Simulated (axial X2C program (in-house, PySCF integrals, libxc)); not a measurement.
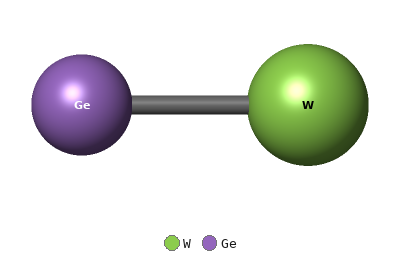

Fig. 1: The molecule at the reference distance of 2.394 Å.

## Relativistic diatomic calculation, with input and output: WGe

WGe, single determinant with Ω = 3. The distance is the PBE0 minimum at charge 0. Computed at this level: expectation values, HF and Kohn-Sham, two-component X2C with atomic mean-field Coulomb and Gaunt terms, W dyall-cv3z, Ge dyall-cv3z (cores contracted) (axial X2C program (in-house, PySCF integrals, libxc)).

## The program's output
```
two-component X2C + atomic mean field  PBE0
basis functions 293  fitting functions 1507  grid points 5799
iter        total energy     max residual
   1     -18240.177035283     1.27e-05
   2     -18240.177035241     3.98e-05
   3     -18240.177035293     3.65e-06
   4     -18240.177035294     2.86e-06
converged
one-electron -26103.99248529  Coulomb 7763.57841134  exact exchange -100.45360330  xc functional -308.01106933  nuclear repulsion 523.43009000  atomic mean-field constant -14.72837871
```

## Expectation values by level of theory

| quantity | PBE0 | HF | LDA | BP86 | B3LYP |
| --- | --- | --- | --- | --- | --- |
| effective field for an electron dipole moment (GV/cm) | −20.5 | −30.5 | −14.2 | −14.5 | −13.4 |
| field gradient at the first nucleus (a.u.) | 0.0252 | −1.14 | −0.222 | −0.190 | 0.252 |
| field gradient at the second nucleus (a.u.) | −3.10 | −4.00 | −2.66 | −2.69 | −2.75 |
| A∥/gI, first nucleus (MHz) | 984 | 1010 | 905 | 972 | 810 |
| A∥/gI, second nucleus (MHz) | 153 | 158 | 116 | 123 | 135 |

Each column comes from one determinant with 2 or more unpaired spinors, which can mix states, in a basis with contracted cores. The levels disagree widely: the effective field runs from −30.5 to −13.4 GV/cm and the field gradient at the first nucleus runs from −1.14 to 0.252 a.u. They may not all have settled in the same state, and these values aren't reliable properties of the molecule.

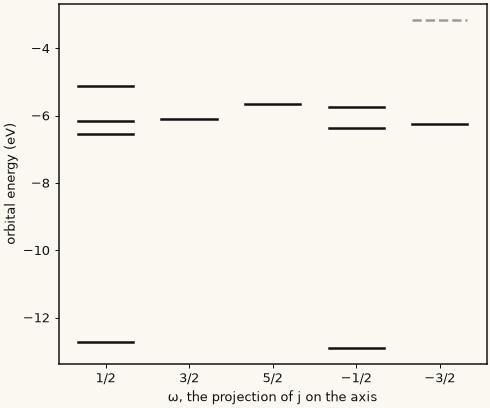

Fig. 2: Orbital energies (PBE0) near the frontier at 2.39 Å, filled (solid) and empty (dashed). The highest filled spinor (1/2; 58 % Ge p, 29 % W d) lies at −5.13 eV, the lowest empty one (−3/2; 59 % Ge p, 29 % W d) at −3.16 eV.

## Input file
```
{"zs": [74, 32], "q": 0, "bas": ["dyall-cv3z", "dyall-cv3z"], "r0": 2.58, "levels": ["PBE0", "HF", "LDA", "BP86", "B3LYP"], "nst": 3}
```

The line is the task of a batch: nuclear charges, charge, bases, the levels to run, a first guess of the distance and further settings. This report covers the levels named above. The log is that of the reference distance, started from orbitals converged before.

The run was one of a batch that the task file lists, launched with:
```bash
python <driver script> task.json out
```

## Key numbers

- outcome: converged; the levels of theory disagree widely
- hardware: 1 thread of Arm Neoverse V1, 112 GiB of memory available, shared host
- wall time: 10 s
- peak memory: 0.7 GiB
